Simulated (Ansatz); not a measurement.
# Calculations on C₃H₅Si

Part 1: Relaxation

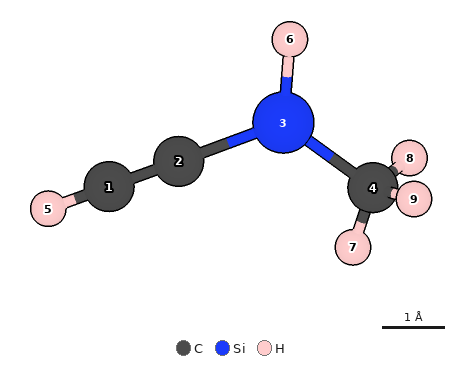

Starting structure of C$_{3}$H$_{5}$Si (charge +1). A ball-and-stick model, seen at a tilt.

The run prepares an end point of a later path (hydrogen shift) calculation, from a guessed geometry.

All numbers below come from UKS PBE-D4/def2-SVP in Ansatz.

Input file:
```yaml
crystal:
  periodic: [false, false, false]
  atoms:
    - { symbol: C, position_ang: [0.20971, 1.62044, -2.13605] }
    - { symbol: C, position_ang: [0.374, 1.02652, -1.09708] }
    - { symbol: Si, position_ang: [0.63427, 0.13922, 0.47479] }
    - { symbol: C, position_ang: [-0.58449, -1.15421, 1.05588] }
    - { symbol: H, position_ang: [0.06546, 2.13826, -3.04541] }
    - { symbol: H, position_ang: [1.83379, 0.52474, 1.19783] }
    - { symbol: H, position_ang: [-1.39559, -1.29502, 0.33559] }
    - { symbol: H, position_ang: [-0.10081, -2.12273, 1.20298] }
    - { symbol: H, position_ang: [-1.03634, -0.87722, 2.01146] }
total_charge: 1
magnetization:
  spin_polarized: true
basis:
  gaussian: { orbitals: def2-SVP }
hamiltonian:
  xc: pbe
  dispersion: d4
relax:
  f_tol: 0.02
  max_steps: 50
```

Command:
```bash
ansatz run input.yaml --threads 2 --pin off --max-ram 3072MiB --backend cpu --events-out ev --progress --plain --runs-dir out
```

**Predict the outcome.**

The energy falls by 3.53 kcal/mol in 4 geometry steps. Largest force component: 3.4 eV/Å at the start, 0.015 eV/Å at the end. The atom that moves furthest after the best rigid fit is H6 (0.071 Å). By element the largest moves are H 0.071 Å, Si 0.057 Å, C 0.035 Å. Among the contacts that change: C2–Si3 1.824 → 1.770 Å, Si3–C4 1.870 → 1.830 Å, Si3–H6 1.453 → 1.489 Å, C1–H5 1.056 → 1.090 Å. Bond angles that change, for instance: C4–Si3–H6 124.6° → 121.0°, Si3–C4–H9 111.5° → 108.9°, H7–C4–H8 107.6° → 110.2°. The run took 5.8 s on 2 threads of Intel(R) Xeon(R) 6975P-C (Granite Rapids) (shared host), peak memory 0.16 GiB.

History of the run:

```tsv
step	E − E(0), kcal/mol	largest force component, eV/Å
0	0.00	3.3534
1	-3.18	0.5453
2	-3.51	0.0551
3	-3.53	0.0287
4	-3.53	0.0150
```

Final geometry:

```xyz
9

C     0.2117    1.6195   -2.1348
C     0.3614    1.0023   -1.0759
Si    0.5883    0.1250    0.4446
C    -0.5891   -1.1456    1.0344
H     0.0796    2.1642   -3.0692
H     1.7984    0.4780    1.2376
H    -1.4255   -1.3077    0.3281
H    -0.0400   -2.0998    1.2058
H    -0.9847   -0.8359    2.0295
```

After the run, drawn alike:

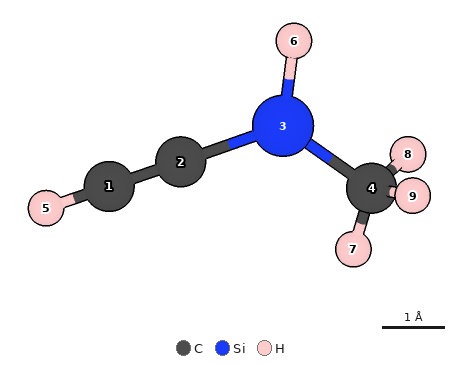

Part 2: Relaxation

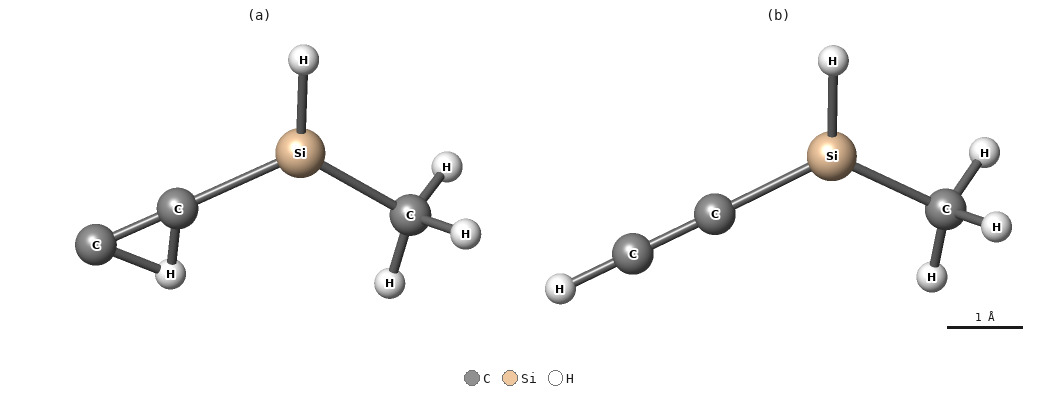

The structure of C3H5Si (charge +1) before (left) and after (right) a relaxation, at one scale.

Style: ball-and-stick. Shown at a tilt.

The run prepares an end point of a later path (hydrogen shift) calculation, from a guessed geometry.

Method: Ansatz 0.2.0, UKS PBE-D4/def2-SVP.

Input
```yaml
crystal:
  periodic: [false, false, false]
  atoms:
    - { symbol: C, position_ang: [0.20971, 1.62044, -2.13605] }
    - { symbol: C, position_ang: [0.374, 1.02652, -1.09708] }
    - { symbol: Si, position_ang: [0.63427, 0.13922, 0.47479] }
    - { symbol: C, position_ang: [-0.58449, -1.15421, 1.05588] }
    - { symbol: H, position_ang: [-0.451, 0.68704, -1.72336] }
    - { symbol: H, position_ang: [1.83379, 0.52474, 1.19783] }
    - { symbol: H, position_ang: [-1.39559, -1.29502, 0.33559] }
    - { symbol: H, position_ang: [-0.10081, -2.12273, 1.20298] }
    - { symbol: H, position_ang: [-1.03634, -0.87722, 2.01146] }
total_charge: 1
magnetization:
  spin_polarized: true
basis:
  gaussian: { orbitals: def2-SVP }
hamiltonian:
  xc: pbe
  dispersion: d4
relax:
  f_tol: 0.02
  max_steps: 50
output:
  orbitals: {}
```

Launched with:
```bash
ansatz run input.yaml --threads 2 --pin off --max-ram 3072MiB --backend cpu --events-out ev --progress --plain --runs-dir out
```

Describe what moved and what it gained.

Answer. H5 moves most after the best rigid fit: 1.78 Å. By element the largest moves are H 1.78 Å, C 1.41 Å, Si 0.19 Å. Some distances before and after: C1–Si3 3.032 → 1.770 Å, C2–Si3 1.824 → 3.005 Å, C1–H5 1.216 → 2.324 Å, Si3–C4 1.870 → 1.830 Å. New bonds form, among them: C1–Si3 (3.03 → 1.77 Å). Bonds break, among them: C2–Si3 (1.82 → 3.00 Å). Among the angles between lasting bonds that change: C1–C2–H5 63.6° → 179.9°, C4–Si3–H6 124.6° → 121.0°, Si3–C4–H9 111.5° → 108.5°. After 26 accepted moves (27 points after the start) the energy has fallen by 309.4 kJ/mol. The largest force component goes from 8.9 to 0.0064 eV/Å. The line search rejected the trial step at point 24 of the run.

Part 3: Path

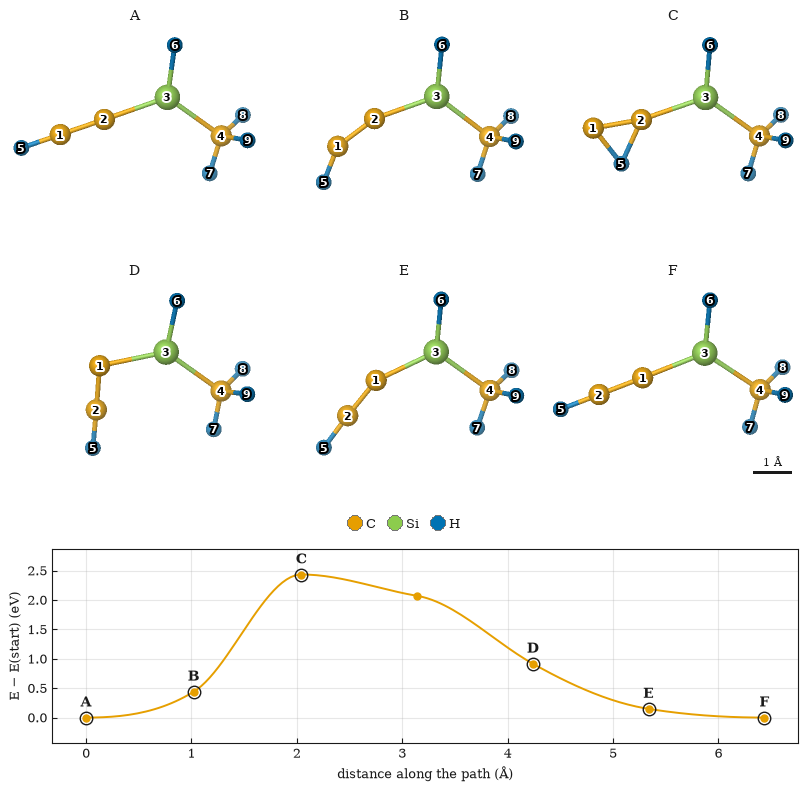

NEB run on C$_{3}$H$_{5}$Si (charge +1). Images are numbered from 0 (start) to 6 (end). Frames A to F are images 0, 1, 2, 4, 5, 6. A ball-and-stick model, seen at a tilt.

Theory: UKS PBE-D4/def2-SVP (Ansatz 0.2.0). Settings: 5 movable images; climbing image; force threshold 0.05 eV/Å; iteration limit 60; starting path through a guess of the saddle point.

Read off the barrier and say what moves.

Breaking: C1–H5 (1.09 → 1.28 at the top → 2.32 Å), C2–Si3 (1.77 → 1.80 at the top → 3.00 Å). Forming: C1–Si3 (3.00 → 3.08 at the top → 1.77 Å), C2–H5 (2.32 → 1.35 at the top → 1.09 Å). The two ends have the same energy, and the highest point, image 2, lies 2.43 eV above the start. The band converged in 23 iterations, with a climbing image at the top.

Cost: 2 min on 2 threads of Intel(R) Xeon(R) 6975P-C (Granite Rapids), on a shared host, peak memory 0.2 GiB.
